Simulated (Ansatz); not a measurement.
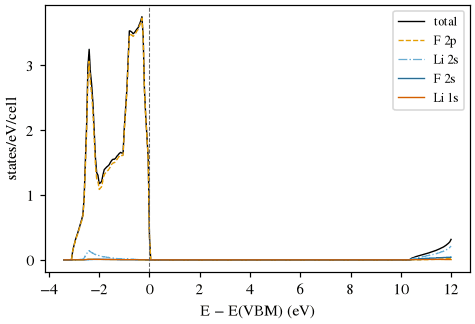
Total and projected density of states of LiF (rock salt, space group No. 225), plane-wave PAW r²SCAN (Ansatz code)

**Question.** Which orbitals carry the states next to the gap?

**Answer.** Top 1 eV of the valence band: F 2p 99 %. Bottom 1 eV of the conduction band: Li 2s 62 %, F 2s 25 %, Li 1s 8 %. Projections are on Löwdin-orthogonalised atomic valence shells; empty p or d shells of many metals are not among them.

**Question.** Where is the tallest occupied peak in this window, and what makes it?

**Answer.** Near -0.3 eV, about 3.8 states/eV per cell; the largest projected share is F 2p.

Space group Fm-3m (rock salt). The r²SCAN relaxation kept the symmetry of its start.

Potentials: the later of the program's two PAW sets.
